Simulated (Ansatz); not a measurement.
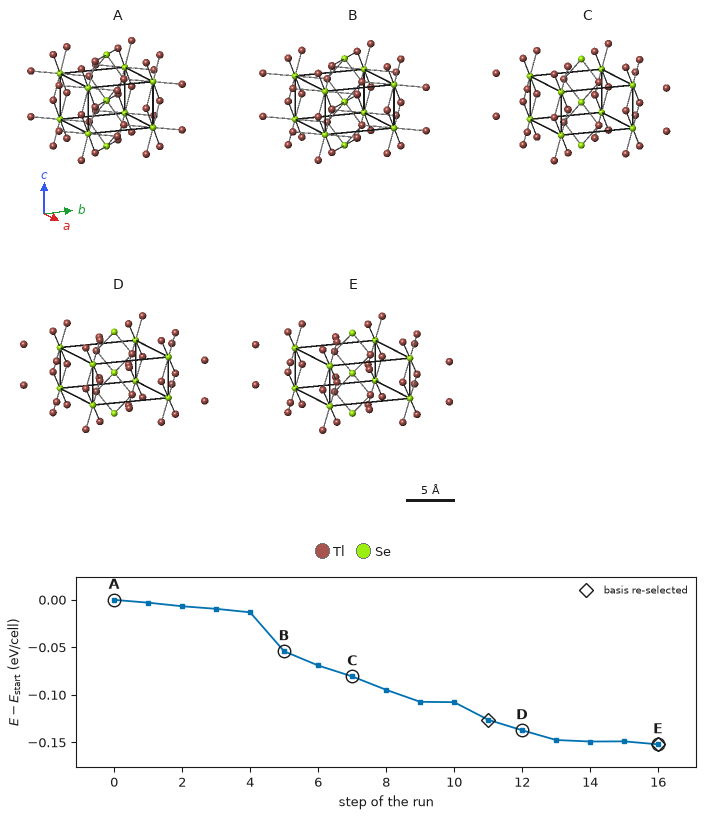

Frames of a relaxation of crystalline Tl$_{2}$Se (built on the rutile_136 type), marked on the history of the run. A ball-and-stick model of the cell of the calculation, seen slightly off an axis.

Case: anti-rutile type (P4_2/mnm, No. 136).

Theory: Ansatz 0.2.0, DFT PBE, scalar-relativistic, plane waves, PAW.

Input file:
```yaml
crystal:
  lattice:
    - [7.3682629525, 0.0, 0.0]
    - [0.0, 7.3682629525, 0.0]
    - [0.0, 0.0, 4.8932740736]
  atoms:
    - { symbol: Tl, position: [0.3134312636, 0.3134312636, 0.0] }
    - { symbol: Tl, position: [0.1865687364, 0.8134312636, 0.5] }
    - { symbol: Tl, position: [0.6865687364, 0.6865687364, 0.0] }
    - { symbol: Tl, position: [0.8134312636, 0.1865687364, 0.5] }
    - { symbol: Se, position: [0.0, 0.0, 0.0] }
    - { symbol: Se, position: [0.5, 0.5, 0.5] }
basis:
  ecutwfc: 420
kpoints:
  mp_grid: { grid: [6, 6, 8] }
hamiltonian:
  xc: pbe
scf:
  occupations: { method: gaussian, width: 0.1 }
output:
  forces: true
  stress: true
  eigenvalues: true
relax:
  adjacent_minimum: "off"
  f_tol: 0.01
  max_steps: 80
  cell: { stress_tol: 0.05 }
```

Launched with:
```bash
ansatz run input.yaml --threads 1 --pin off --max-ram 2560MiB --backend cpu --events-out ev --progress --plain --runs-dir out
```

Describe the path.

Answer. The largest moves relative to the cell, 0.39 Å, are those of Tl1, Tl2, Tl3 and Tl4. Tl2 goes along [−1 1 0]. Se stays in place. Cell: a = b 7.368 → 9.105 Å (+23.6 %), c 4.893 → 4.300 Å (−12.1 %). Volume +34.2 %. Near-neighbour distances that change, for instance: Tl1–Se5 3.266 → 4.425 Å, Tl1–Se6 3.125 → 2.945 Å. Among the angles between lasting bonds that change: Tl1–Se6–Tl1 103.1° → 93.8°, Tl1–Se6–Tl3 76.9° → 86.2°, Se6–Tl3–Se6 103.1° → 93.8°. The space group stays P4_2/mnm (No. 136). After 14 accepted moves (16 points after the start) the energy has fallen by 0.152 eV per cell of the calculation. The largest force component goes from 0.029 to 0.00089 eV/Å. The pressure goes from 0.17 to 0.00 GPa. At 2 points the geometry stayed and the basis and grid were re-selected for the new cell (energy shift of 18.5 meV per cell of the calculation at most each time). From step 0 to 5: Tl atoms move most (0.12 Å), volume +7.4 %, energy −54.1 meV per cell of the calculation. From step 5 to 7: Tl atoms move most (0.06 Å), volume +7.1 %, energy −26.4 meV per cell of the calculation. From step 7 to 12: Tl atoms move most (0.07 Å), volume +5.2 %, energy −56.7 meV per cell of the calculation. From step 12 to 16: Tl atoms move most (0.11 Å), volume +10.8 %, energy −14.8 meV per cell of the calculation.

```csv
step,"E − E(0), meV/atom","largest force component, eV/Å","pressure, GPa","volume, Å³/atom",note
0,0.00,0.0293,0.17,44.277,
1,-0.49,0.0232,0.10,44.610,
2,-1.12,0.0033,0.05,45.219,
3,-1.57,0.0054,0.01,45.683,
4,-2.18,0.0083,0.03,45.950,
5,-9.01,0.0221,0.28,47.553,
6,-11.50,0.0224,-0.07,49.394,
7,-13.42,0.0190,-0.17,50.944,
8,-15.77,0.0399,-0.15,53.979,
9,-17.87,0.0201,0.05,52.201,
10,-17.93,0.0090,-0.03,52.172,
11,-21.02,0.0096,0.10,52.172,"same geometry, new basis"
12,-22.86,0.0074,0.15,53.604,
13,-24.57,0.0214,0.13,57.243,
14,-24.83,0.0005,0.02,58.651,
15,-24.80,0.0013,0.00,59.402,
16,-25.33,0.0009,0.00,59.402,"same geometry, new basis"
```
